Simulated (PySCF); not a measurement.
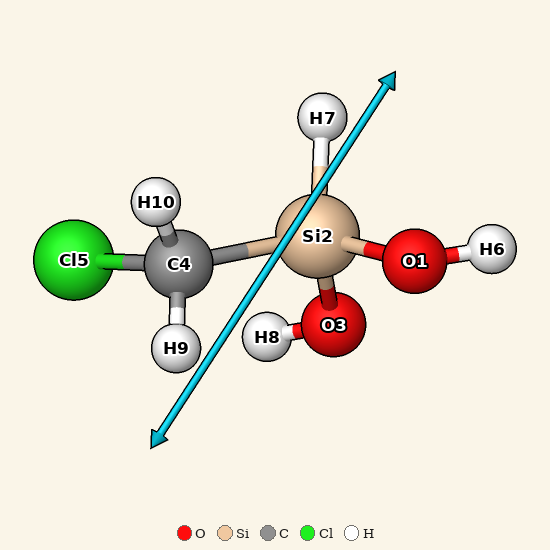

The double arrow shows the direction of the transition dipole to excited singlet state 8 (its length means nothing). The computed structure is the end point of a PBE0-D3(BJ)/def2-SVP optimisation. No frequency run is at hand to confirm it as a minimum. Method: TDDFT ωB97X-D/def2-SVPD, vertical, gas phase, core orbitals frozen in the response (PySCF 2.14.0).

### Where does the transition lie, and how strong is it?

8.89 eV (140 nm), oscillator strength 0.031, of mixed character, with the largest part HOMO → LUMO+3 (weight 0.26); transition dipole 0.97 D.
